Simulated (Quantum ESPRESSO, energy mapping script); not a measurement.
**CoO: J from the energies of magnetic orders**

Wanted: the magnetic order of CoO, its couplings and an estimate of its ordering temperature, by PBE+U (2.62 eV), QE, GBRV.

Calculated with Quantum ESPRESSO 7.5; PBE with U = 2.62 eV on Co d, ortho-atomic projectors; plane waves, U on orthogonalised atomic orbitals unless named otherwise, collinear spin, no spin–orbit coupling.

## Step 1: Starting point

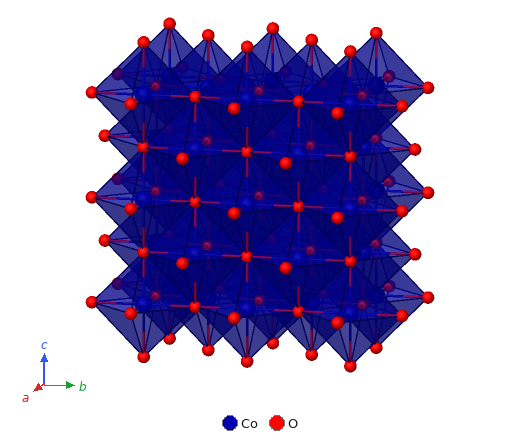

The cell as given, slightly off an axis (cobalt blue, oxygen red). 1×2×2 cells are drawn. This picture shows the conventional cell, with its axes. Some periodic images of atoms are drawn too.

The U corrects the self-interaction that lets semilocal functionals spread d and f electrons too far. Its value here is typed, not computed. These runs use Quantum ESPRESSO.

## Step 2: Run 1 (parallel; cell A, 4 atoms)

Each cell gets its own parallel run on the same mesh, so that most of the mesh error cancels in the differences.

The potential files are GBRV's for PBE; pw.x takes the functional from them.

File pw.in:

```
&control
  calculation = 'scf'
  prefix = 'pw'
  outdir = './tmp/'
  pseudo_dir = './pseudo/'
  verbosity = 'low'
/
&system
  ibrav = 0
  nat = 4
  ntyp = 2
  ecutwfc = 45
  ecutrho = 360
  nbnd = 38
  occupations = 'smearing'
  smearing = 'fd'
  degauss = 0.00367493
  nspin = 2
  starting_magnetization(1) = 0.1765
/
&electrons
  conv_thr = 1.0e-08
  electron_maxstep = 120
  mixing_beta = 0.3
  mixing_mode = 'plain'
/
ATOMIC_SPECIES
  Co 58.9332 Co.upf
  O 15.9990 O.upf
CELL_PARAMETERS angstrom
  0.00000000 -2.13150000 -2.13150000
  0.00000000 2.13150000 -2.13150000
  4.26300000 0.00000000 0.00000000
ATOMIC_POSITIONS crystal
  Co 0.50000000 0.50000000 0.50000000
  Co 0.00000000 0.00000000 0.00000000
  O 0.50000000 0.50000000 0.00000000
  O 0.00000000 0.00000000 0.50000000
K_POINTS automatic
  10 10 7 0 0 0
HUBBARD {ortho-atomic}
U Co-3d 2.62
```

Started as:

```
OMP_NUM_THREADS=1 mpirun -n 8 pw.x -nk 8 -in pw.in > pw.out
```

What it wrote:

```text
Program PWSCF v.7.5 starts
[...]
unit-cell volume          =     261.4042 (a.u.)^3
     number of atoms/cell      =            4
[...]
number of electrons       =        46.00
     number of Kohn-Sham states=           38
     kinetic-energy cutoff     =      45.0000  Ry
     charge density cutoff     =     360.0000  Ry
     scf convergence threshold =      1.0E-08
[...]
Exchange-correlation= SLA  PW   PBE  PBE
[...]
Hubbard projectors: ortho-atomic
     Hubbard parameters of DFT+U (Dudarev formulation) in eV:
[...]
atomic species   magnetization
[...]
16 Sym. Ops., with inversion, found
[...]
number of k points=    84  Fermi-Dirac smearing, width (Ry)=  0.0037
[...]
Number of occupied Hubbard levels =   14.0000
     Atomic wfc used for Hubbard projectors are orthogonalized
[...]
iteration #  1     ecut=    45.00 Ry     beta= 0.30
[...]
Number of occupied Hubbard levels =   11.1021
     total energy              =    -657.56802760 Ry
     estimated scf accuracy    <      12.31714813 Ry
     total magnetization       =     7.22 Bohr mag/cell
     absolute magnetization    =     7.37 Bohr mag/cell
     iteration #  2     ecut=    45.00 Ry     beta= 0.30
[...]
total energy              =    -659.35590981 Ry
     estimated scf accuracy    <      11.89982159 Ry
     total magnetization       =     1.54 Bohr mag/cell
     absolute magnetization    =     1.65 Bohr mag/cell
     iteration #  3     ecut=    45.00 Ry     beta= 0.30
[...]
total energy              =    -661.19588110 Ry
     estimated scf accuracy    <       0.46614764 Ry
     total magnetization       =     6.05 Bohr mag/cell
     absolute magnetization    =     6.09 Bohr mag/cell
     iteration #  4     ecut=    45.00 Ry     beta= 0.30
[...]
total energy              =    -661.21874571 Ry
     estimated scf accuracy    <       0.12401681 Ry
     total magnetization       =     6.00 Bohr mag/cell
     absolute magnetization    =     6.03 Bohr mag/cell
     iteration #  5     ecut=    45.00 Ry     beta= 0.30
[...]
total energy              =    -661.24120350 Ry
     estimated scf accuracy    <       0.43545689 Ry
     total magnetization       =     5.76 Bohr mag/cell
     absolute magnetization    =     5.79 Bohr mag/cell
     iteration #  6     ecut=    45.00 Ry     beta= 0.30
[...]
total energy              =    -661.24421192 Ry
     estimated scf accuracy    <       0.14516195 Ry
     total magnetization       =     5.68 Bohr mag/cell
     absolute magnetization    =     5.71 Bohr mag/cell
     iteration #  7     ecut=    45.00 Ry     beta= 0.30
[...]
total energy              =    -661.24999827 Ry
     estimated scf accuracy    <       0.00784319 Ry
     total magnetization       =     5.89 Bohr mag/cell
     absolute magnetization    =     5.93 Bohr mag/cell
     iteration #  8     ecut=    45.00 Ry     beta= 0.30
[...]
total energy              =    -661.24589027 Ry
     estimated scf accuracy    <       0.00622226 Ry
     total magnetization       =     5.93 Bohr mag/cell
     absolute magnetization    =     5.97 Bohr mag/cell
     iteration #  9     ecut=    45.00 Ry     beta= 0.30
[...]
total energy              =    -661.24859708 Ry
     estimated scf accuracy    <       0.00162695 Ry
     total magnetization       =     5.96 Bohr mag/cell
     absolute magnetization    =     5.99 Bohr mag/cell
     iteration # 10     ecut=    45.00 Ry     beta= 0.30
[...]
total energy              =    -661.24894544 Ry
     estimated scf accuracy    <       0.00092217 Ry
     total magnetization       =     5.98 Bohr mag/cell
     absolute magnetization    =     6.02 Bohr mag/cell
[...]
total energy              =    -661.24914527 Ry
[...]
iteration # 23     ecut=    45.00 Ry     beta= 0.30
[...]
total energy              =    -661.24914528 Ry
     estimated scf accuracy    <       0.00000003 Ry
     total magnetization       =     5.99 Bohr mag/cell
     absolute magnetization    =     6.05 Bohr mag/cell
     iteration # 24     ecut=    45.00 Ry     beta= 0.30
[...]
total energy              =    -661.24914528 Ry
     estimated scf accuracy    <       0.00000002 Ry
     total magnetization       =     5.99 Bohr mag/cell
     absolute magnetization    =     6.05 Bohr mag/cell
     iteration # 25     ecut=    45.00 Ry     beta= 0.30
[...]
total energy              =    -661.24914528 Ry
     estimated scf accuracy    <       0.00000013 Ry
     total magnetization       =     5.99 Bohr mag/cell
     absolute magnetization    =     6.05 Bohr mag/cell
     iteration # 26     ecut=    45.00 Ry     beta= 0.30
[...]
total energy              =    -661.24914529 Ry
     estimated scf accuracy    <       0.00000004 Ry
     total magnetization       =     5.99 Bohr mag/cell
     absolute magnetization    =     6.05 Bohr mag/cell
     iteration # 27     ecut=    45.00 Ry     beta= 0.30
[...]
Magnetic moment per site  (integrated on atomic sphere of radius R)
     atom   1 (R=0.292)  charge= 14.5980  magn=  2.6026
     atom   2 (R=0.292)  charge= 14.5979  magn=  2.6027
     atom   3 (R=0.292)  charge=  5.7859  magn=  0.2924
     atom   4 (R=0.292)  charge=  5.7859  magn=  0.2924
     End of self-consistent calculation
     =================== HUBBARD OCCUPATIONS ===================
     ------------------------ ATOM    1 ------------------------
     Tr[ns(  1)] (up, down, total) =   4.97475  2.31845  7.29320
     Atomic magnetic moment for atom   1 =   2.65630
     SPIN  1
     eigenvalues:
       0.995  0.995  0.995  0.995  0.995
     eigenvectors (columns):
      -0.000  0.000 -0.000 -0.866 -0.500
      -0.242  0.970 -0.000  0.000  0.000
      -0.000  0.000  1.000 -0.000  0.000
       0.000 -0.000 -0.000 -0.500  0.866
       0.970  0.242  0.000  0.000 -0.000
     occupation matrix ns (before diag.):
       0.995 -0.000 -0.000 -0.000  0.000
      -0.000  0.995 -0.000  0.000  0.000
      -0.000 -0.000  0.995  0.000  0.000
      -0.000  0.000  0.000  0.995 -0.000
[...]
SPIN  2
     eigenvalues:
[...]
eigenvectors (columns):
[...]
occupation matrix ns (before diag.):
[...]
------------------------ ATOM    2 ------------------------
     Tr[ns(  2)] (up, down, total) =   4.97475  2.31837  7.29312
     Atomic magnetic moment for atom   2 =   2.65638
     SPIN  1
     eigenvalues:
[...]
eigenvectors (columns):
[...]
occupation matrix ns (before diag.):
[...]
SPIN  2
     eigenvalues:
[...]
eigenvectors (columns):
[...]
occupation matrix ns (before diag.):
       0.141 -0.000 -0.000  0.000  0.000
      -0.000  0.679 -0.000  0.000  0.000
      -0.000 -0.000  0.679  0.000  0.000
       0.000  0.000  0.000  0.141 -0.000
       0.000  0.000  0.000 -0.000  0.679
     Number of occupied Hubbard levels =   14.5863
     Number of k-points >= 100: set verbosity='high' to print the bands.
     the Fermi energy is    13.3585 ev
!    total energy              =    -661.24914529 Ry
     estimated scf accuracy    <          3.5E-09 Ry
     smearing contrib. (-TS)   =      -0.00499827 Ry
     internal energy E=F+TS    =    -661.24414702 Ry
     The total energy is F=E-TS. E is the sum of the following terms:
     one-electron contribution =    -365.84197564 Ry
     hartree contribution      =     209.61288278 Ry
     xc contribution           =     -80.06664078 Ry
     ewald contribution        =    -425.12572344 Ry
     Hubbard energy            =       0.17731006 Ry
     total magnetization       =     5.99 Bohr mag/cell
     absolute magnetization    =     6.05 Bohr mag/cell
     convergence has been achieved in  27 iterations
=------------------------------------------------------------------------------=
   JOB DONE.
=------------------------------------------------------------------------------=
```

The job ended after 36 s (8 MPI ranks of Arm Neoverse V1, shared host; peak memory 0.77 GiB; 4.8 min of CPU time).

Spin moment in the sphere by atom:

```csv
atom,spin moment in the sphere (μB)
Co1,2.60
Co2,2.60
O3,0.29
O4,0.29
```

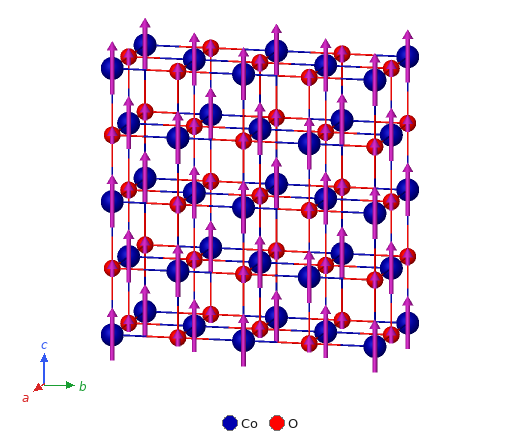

Spin moment in the sphere as arrows, the longest 2.60 μB. Up and down stand for the sign. Arrows give size and sign along the axis of quantisation, drawn up and down the page. Each arrow also spans its atom, so small moments look longer than they are. 1×2×2 conventional cells are drawn. Some periodic images of atoms are drawn too.

The run ends ferromagnetic.

## Step 3: Run 2 (compensated +−; cell A, 4 atoms)

This order reverses 8 of the 12 neighbours at 3.01 Å, 0 of the 6 neighbours at 4.26 Å and 16 of the 24 neighbours at 5.22 Å, counted for an average magnetic atom.

Edit pw.in of step 2 so:

```diff
@@ -10,6 +10,6 @@
   nat = 4
-  ntyp = 2
+  ntyp = 3
   ecutwfc = 45
   ecutrho = 360
-  nbnd = 38
+  nbnd = 35
   occupations = 'smearing'
@@ -19,2 +19,3 @@
   starting_magnetization(1) = 0.1765
+  starting_magnetization(2) = -0.1765
 /
@@ -27,3 +28,4 @@
 ATOMIC_SPECIES
-  Co 58.9332 Co.upf
+  Co1 58.9332 Co.upf
+  Co2 58.9332 Co.upf
   O 15.9990 O.upf
@@ -34,4 +36,4 @@
 ATOMIC_POSITIONS crystal
-  Co 0.50000000 0.50000000 0.50000000
-  Co 0.00000000 0.00000000 0.00000000
+  Co1 0.50000000 0.50000000 0.50000000
+  Co2 0.00000000 0.00000000 0.00000000
   O 0.50000000 0.50000000 0.00000000
@@ -41,2 +43,3 @@
 HUBBARD {ortho-atomic}
-U Co-3d 2.62
+U Co1-3d 2.62
+U Co2-3d 2.62
```

What it wrote:

```text
[banner, memory and clock lines left out]
Program PWSCF v.7.5 starts
[...]
unit-cell volume          =     261.4042 (a.u.)^3
     number of atoms/cell      =            4
[...]
number of electrons       =        46.00
     number of Kohn-Sham states=           35
     kinetic-energy cutoff     =      45.0000  Ry
     charge density cutoff     =     360.0000  Ry
     scf convergence threshold =      1.0E-08
[...]
Exchange-correlation= SLA  PW   PBE  PBE
[...]
Hubbard projectors: ortho-atomic
     Hubbard parameters of DFT+U (Dudarev formulation) in eV:
[...]
atomic species   magnetization
[...]
16 Sym. Ops., with inversion, found
[...]
number of k points=    84  Fermi-Dirac smearing, width (Ry)=  0.0037
[...]
Number of occupied Hubbard levels =   14.0000
     Atomic wfc used for Hubbard projectors are orthogonalized
[...]
iteration #  1     ecut=    45.00 Ry     beta= 0.30
[...]
Number of occupied Hubbard levels =   10.9827
     total energy              =    -657.40209672 Ry
     estimated scf accuracy    <      12.53790889 Ry
     total magnetization       =     0.00 Bohr mag/cell
     absolute magnetization    =     7.46 Bohr mag/cell
     iteration #  2     ecut=    45.00 Ry     beta= 0.30
[...]
total energy              =    -659.29453243 Ry
     estimated scf accuracy    <      12.58256507 Ry
     total magnetization       =     0.00 Bohr mag/cell
     absolute magnetization    =     1.63 Bohr mag/cell
     iteration #  3     ecut=    45.00 Ry     beta= 0.30
[...]
total energy              =    -661.18068567 Ry
     estimated scf accuracy    <       0.41534632 Ry
     total magnetization       =    -0.00 Bohr mag/cell
     absolute magnetization    =     5.84 Bohr mag/cell
[...]
total energy              =    -661.25130746 Ry
[...]
iteration # 38     ecut=    45.00 Ry     beta= 0.30
[...]
total energy              =    -661.25130746 Ry
     estimated scf accuracy    <       0.00000007 Ry
     total magnetization       =    -0.00 Bohr mag/cell
     absolute magnetization    =     5.33 Bohr mag/cell
     iteration # 39     ecut=    45.00 Ry     beta= 0.30
[...]
Magnetic moment per site  (integrated on atomic sphere of radius R)
     atom   1 (R=0.292)  charge= 14.6196  magn=  2.4901
     atom   2 (R=0.292)  charge= 14.6196  magn= -2.4901
     atom   3 (R=0.292)  charge=  5.7749  magn= -0.0401
     atom   4 (R=0.292)  charge=  5.7749  magn=  0.0401
     End of self-consistent calculation
     =================== HUBBARD OCCUPATIONS ===================
     ------------------------ ATOM    1 ------------------------
     Tr[ns(  1)] (up, down, total) =   4.94237  2.37822  7.32059
     Atomic magnetic moment for atom   1 =   2.56414
     SPIN  1
     eigenvalues:
       0.974  0.988  0.993  0.993  0.993
     eigenvectors (columns):
      -0.866  0.500 -0.000 -0.000 -0.000
      -0.000  0.000  0.000  0.271  0.963
[...]
occupation matrix ns (before diag.):
[...]
SPIN  2
     eigenvalues:
[...]
eigenvectors (columns):
[...]
occupation matrix ns (before diag.):
[...]
------------------------ ATOM    2 ------------------------
     Tr[ns(  2)] (up, down, total) =   2.37822  4.94236  7.32058
     Atomic magnetic moment for atom   2 =  -2.56413
     SPIN  1
     eigenvalues:
[...]
eigenvectors (columns):
[...]
occupation matrix ns (before diag.):
[...]
SPIN  2
     eigenvalues:
[...]
eigenvectors (columns):
[...]
occupation matrix ns (before diag.):
[...]
-0.006  0.000  0.000  0.985 -0.000
       0.000  0.000  0.000 -0.000  0.993
     Number of occupied Hubbard levels =   14.6412
     Number of k-points >= 100: set verbosity='high' to print the bands.
     the Fermi energy is    13.5206 ev
!    total energy              =    -661.25130747 Ry
     estimated scf accuracy    <          1.8E-09 Ry
     smearing contrib. (-TS)   =      -0.00384656 Ry
     internal energy E=F+TS    =    -661.24746091 Ry
     The total energy is F=E-TS. E is the sum of the following terms:
     one-electron contribution =    -366.20286528 Ry
     hartree contribution      =     210.01599988 Ry
     xc contribution           =     -80.08467347 Ry
     ewald contribution        =    -425.12572344 Ry
     Hubbard energy            =       0.14980141 Ry
     total magnetization       =     0.00 Bohr mag/cell
     absolute magnetization    =     5.33 Bohr mag/cell
     convergence has been achieved in  39 iterations
```

Elapsed: 49 s, on 8 MPI ranks; peak memory 0.79 GiB.

Spin moment in the sphere by atom:

```csv
atom,spin moment in the sphere (μB)
Co1,2.49
Co2,-2.49
O3,-0.04
O4,0.04
```

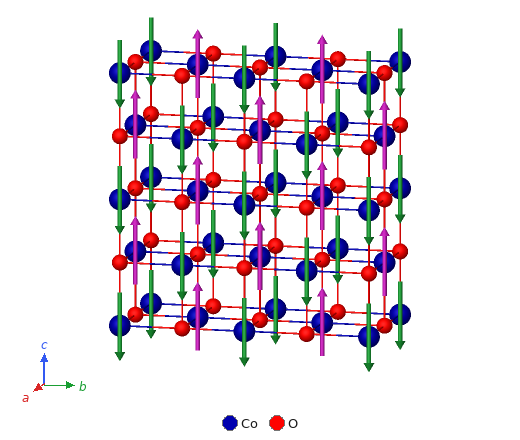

Spin moment in the sphere as arrows, the longest 2.49 μB. Up and down stand for the sign. Arrows give size and sign along the axis of quantisation, drawn up and down the page. The two directions have two colours. 1×2×2 conventional cells are drawn. Some periodic images of atoms are drawn too.

The run ends antiferromagnetic, 18.63 meV a magnetic atom below the parallel order of its cell, a difference that unlike orbital or electronic states can set, not exchange alone (energies taken at zero occupation width, not the printed F).

## Step 4: Parallel start in cell B (4 atoms)

The parallel order again, as the reference for this cell.

This run holds the same structure in another cell (c 4.263 → 5.221 Å, α 90.0 → 73.2°, β 90.0 → 73.2°, γ 90.0 → 60.0°).

File pw.in:

```
&control
  calculation = 'scf'
  prefix = 'pw'
  outdir = './tmp/'
  pseudo_dir = './pseudo/'
  verbosity = 'low'
/
&system
  ibrav = 0
  nat = 4
  ntyp = 2
  ecutwfc = 45
  ecutrho = 360
  nbnd = 38
  occupations = 'smearing'
  smearing = 'fd'
  degauss = 0.00367493
  nspin = 2
  starting_magnetization(1) = 0.1765
/
&electrons
  conv_thr = 1.0e-08
  electron_maxstep = 120
  mixing_beta = 0.3
  mixing_mode = 'plain'
/
ATOMIC_SPECIES
  Co 58.9332 Co.upf
  O 15.9990 O.upf
CELL_PARAMETERS angstrom
  0.00000000 -2.13150000 -2.13150000
  -2.13150000 0.00000000 -2.13150000
  2.13150000 2.13150000 -4.26300000
ATOMIC_POSITIONS crystal
  Co 0.50000000 0.50000000 0.50000000
  Co 0.00000000 0.00000000 0.00000000
  O 0.75000000 0.75000000 0.75000000
  O 0.25000000 0.25000000 0.25000000
K_POINTS automatic
  11 11 11 0 0 0
HUBBARD {ortho-atomic}
U Co-3d 2.62
```

What it wrote:

```text
[banner, memory and clock lines left out]
Program PWSCF v.7.5 starts
[...]
unit-cell volume          =     261.4042 (a.u.)^3
     number of atoms/cell      =            4
[...]
number of electrons       =        46.00
     number of Kohn-Sham states=           38
     kinetic-energy cutoff     =      45.0000  Ry
     charge density cutoff     =     360.0000  Ry
[...]
The total energy is F=E-TS. E is the sum of the following terms:
     one-electron contribution =    -365.84274975 Ry
     hartree contribution      =     209.61363759 Ry
     xc contribution           =     -80.06660406 Ry
     ewald contribution        =    -425.12572344 Ry
     Hubbard energy            =       0.17731544 Ry
     total magnetization       =     5.99 Bohr mag/cell
     absolute magnetization    =     6.05 Bohr mag/cell
     convergence has been achieved in  20 iterations
[key lines of the parts left out:]
!    total energy              =    -661.24913574 Ry
the Fermi energy is    13.3582 ev
```

The job ended after 53 s (8 MPI ranks; peak memory 0.92 GiB).

The run ends ferromagnetic. For each magnetic atom its energy differs from the parallel run of the first cell by 0.11 meV, an error that one common reference would have brought in.

## Step 5: Order 4: compensated +−, cell B of 4 atoms

This order reverses 6 of the 12 neighbours at 3.01 Å, 6 of the 6 neighbours at 4.26 Å and 12 of the 24 neighbours at 5.22 Å, counted for an average magnetic atom.

Edit pw.in of step 4 so:

```diff
@@ -10,6 +10,6 @@
   nat = 4
-  ntyp = 2
+  ntyp = 3
   ecutwfc = 45
   ecutrho = 360
-  nbnd = 38
+  nbnd = 35
   occupations = 'smearing'
@@ -19,2 +19,3 @@
   starting_magnetization(1) = 0.1765
+  starting_magnetization(2) = -0.1765
 /
@@ -27,3 +28,4 @@
 ATOMIC_SPECIES
-  Co 58.9332 Co.upf
+  Co1 58.9332 Co.upf
+  Co2 58.9332 Co.upf
   O 15.9990 O.upf
@@ -34,4 +36,4 @@
 ATOMIC_POSITIONS crystal
-  Co 0.50000000 0.50000000 0.50000000
-  Co 0.00000000 0.00000000 0.00000000
+  Co1 0.50000000 0.50000000 0.50000000
+  Co2 0.00000000 0.00000000 0.00000000
   O 0.75000000 0.75000000 0.75000000
@@ -41,2 +43,3 @@
 HUBBARD {ortho-atomic}
-U Co-3d 2.62
+U Co1-3d 2.62
+U Co2-3d 2.62
```

What it wrote:

```text
[banner, memory and clock lines left out]
Program PWSCF v.7.5 starts
[...]
unit-cell volume          =     261.4042 (a.u.)^3
     number of atoms/cell      =            4
[...]
number of electrons       =        46.00
     number of Kohn-Sham states=           35
     kinetic-energy cutoff     =      45.0000  Ry
     charge density cutoff     =     360.0000  Ry
[...]
The total energy is F=E-TS. E is the sum of the following terms:
     one-electron contribution =    -366.01908076 Ry
     hartree contribution      =     209.74925622 Ry
     xc contribution           =     -80.04149095 Ry
     ewald contribution        =    -425.12572344 Ry
     Hubbard energy            =       0.18466336 Ry
     total magnetization       =    -0.00 Bohr mag/cell
     absolute magnetization    =     5.40 Bohr mag/cell
     convergence has been achieved in  20 iterations
[key lines of the parts left out:]
!    total energy              =    -661.25716500 Ry
the Fermi energy is    13.3313 ev
```

The job ended after 49 s (8 MPI ranks; peak memory 0.93 GiB; 6.6 min of CPU time).

The run ends antiferromagnetic, 55.38 meV a magnetic atom below the parallel order of its cell, a difference that unlike orbital or electronic states can set, not exchange alone (energies taken at zero occupation width, not the printed F).

[end of part 1 of 2]

[Logs and program files are shortened in this print: banners, set-up blocks, solver, clock and traceback lines can be left out without a mark of their own.]

[Logs are printed without paths, hosts, clocks, repeated set-up lines and the standing remarks that a program may print on its own settings, such as how far it seeks lower states.]

[Hosts, paths, dates, database ids (printed as entryN), source tags and the programs' standing remarks are cut or masked in the printed files.]

[Where a cell is said to come from a database of computed structures, the database is the Materials Project.]
